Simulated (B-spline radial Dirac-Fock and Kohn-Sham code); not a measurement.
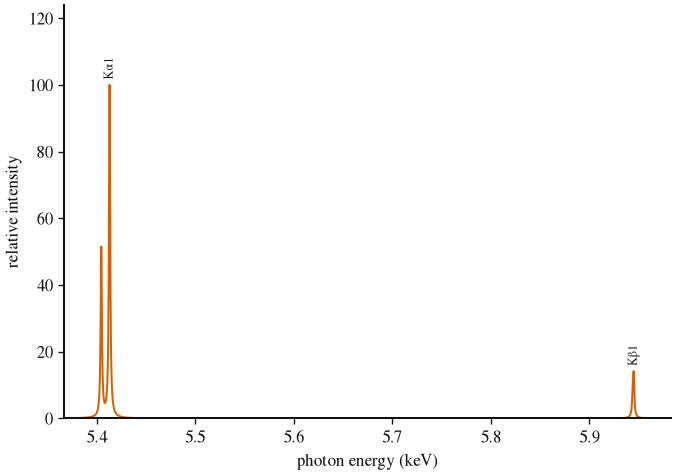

X-ray emission lines that fill a K (1s) hole, broadened by a Lorentzian of 1.5 eV full width. Multiplet splitting by the open shell is left out. It refers to chromium in charge state +1 (Cr⁺), configuration [Ar] 3d4 4s1, which is not the ground configuration. Method: independent-particle rates on relativistic LDA orbitals of the hole state (multipoles to L = 3), energies from Dirac–Fock ΔSCF (computed with a B-spline radial atomic code).

Question: Which line is the strongest, where is it and what share of the photons does it carry?

Answer: K-L3 (Kα1) at 5.4131 keV, 59.2 % of the radiative decays.

Question: What is the ratio of Kβ to Kα photons?

Answer: 0.12 in this model, which runs about 8 % low for Kβ.

Question: What are the natural width, lifetime and fluorescence yield of the K hole?

Answer: Width 1.02 eV, lifetime 0.647 fs, fluorescence yield 0.284.
